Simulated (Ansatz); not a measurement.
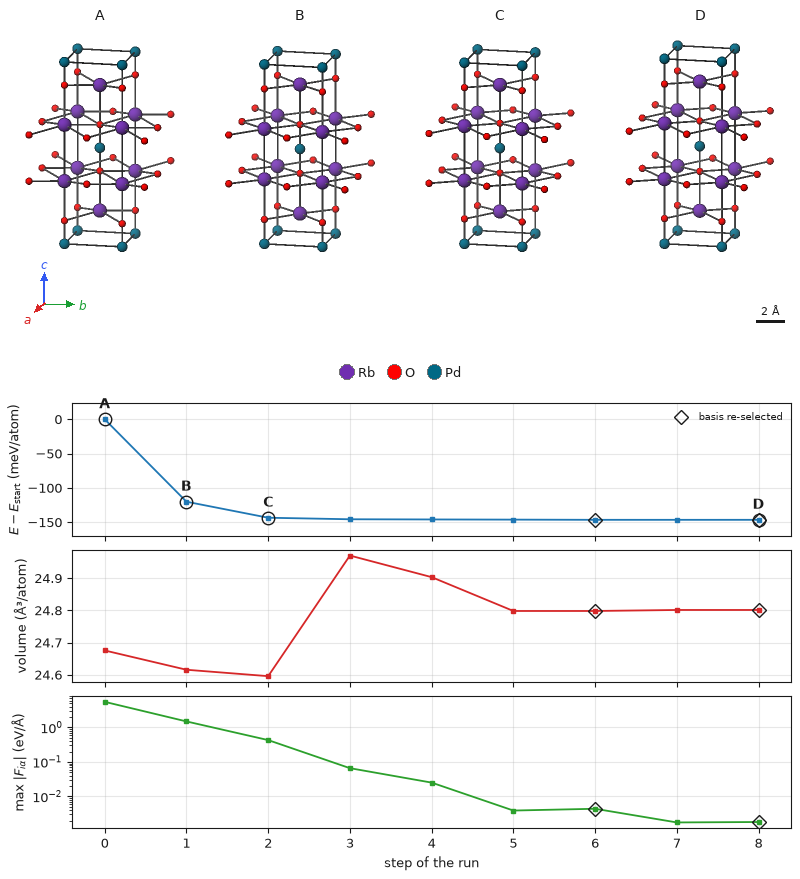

Frames of a relaxation of a crystal of Rb$_{2}$PdO$_{2}$ (a generated structure, set up in I4/mmm), marked on the history of the run. The picture is a ball-and-stick view of the conventional cell (2 times the calculation's cell), seen slightly off an axis. Lengths and directions refer to the drawn axes.

Theory: Ansatz 0.2.0, DFT, PAW plane waves, PBE.

Input file:
```yaml
crystal:
  lattice:
    - [0.0, 4.276269, 0.0]
    - [4.276269, 0.0, 0.0]
    - [2.138135, 2.138135, -6.74698]
  atoms:
    - { symbol: Rb, position: [0.3451, 0.3451, 0.3098] }
    - { symbol: Rb, position: [0.6549, 0.6549, 0.6902] }
    - { symbol: O, position: [0.1273, 0.1273, 0.7454] }
    - { symbol: O, position: [0.8727, 0.8727, 0.2546] }
    - { symbol: Pd, position: [0.0, 0.0, 0.0] }
  symmetry: { tolerance: 0.0003 }
kpoints:
  mp_grid: { grid: [5, 5, 5], shift: [0, 0, 0] }
magnetization:
  spin_polarized: false
scf:
  occupations: { method: fermi_dirac }
hamiltonian:
  pseudopotentials: { kind: paw }
  xc: pbe
basis:
  ecutwfc: 420
output:
  forces: true
  stress: true
  eigenvalues: true
relax:
  max_steps: 40
  cell: {}
```

Command:
```bash
ansatz run input.yaml --threads 1 --pin off --max-ram 2560MiB --backend cpu --events-out ev --progress --plain --runs-dir out
```

**What happens along the run?**

The largest moves relative to the cell, 0.12 Å, are those of O3 and O4. O3 goes along +c. Largest moves by element: O 0.12 Å, Rb 0.06 Å. Pd stays in place. Cell: a = b 4.276 → 4.251 Å (−0.6 %), c 13.494 → 13.723 Å (+1.7 %). Volume +0.5 %. Near-neighbour distances that change, for instance: O3–Pd5 1.718 → 1.870 Å, Rb1–O4 3.047 → 3.013 Å, Rb1–O3 2.939 → 2.922 Å. Bond angles that change, for instance: O3–Rb2–O3 166.0° → 172.4°, Rb1–O4–Rb1 166.0° → 172.4°, O3–Rb2–O4 97.0° → 93.8°. The space group stays I4/mmm (No. 139). Over 6 accepted moves (8 points after the start) the energy falls by 146 meV per atom. The largest force component goes from 5.5 to 0.0018 eV/Å. Pressure: 7.76 GPa at the start and 0.01 GPa at the end. At 2 points the geometry stayed and the basis and grid were re-selected for the new cell (energy shift of 0.3 meV per atom at most each time). From step 0 to 1: Rb atoms move most (0.19 Å), volume −0.2 %, energy −120 meV per atom. From step 1 to 2: Rb atoms move most (0.14 Å), energy −23.3 meV per atom. From step 2 to 8: O atoms move most (0.02 Å), volume +0.8 %, energy −3.0 meV per atom.
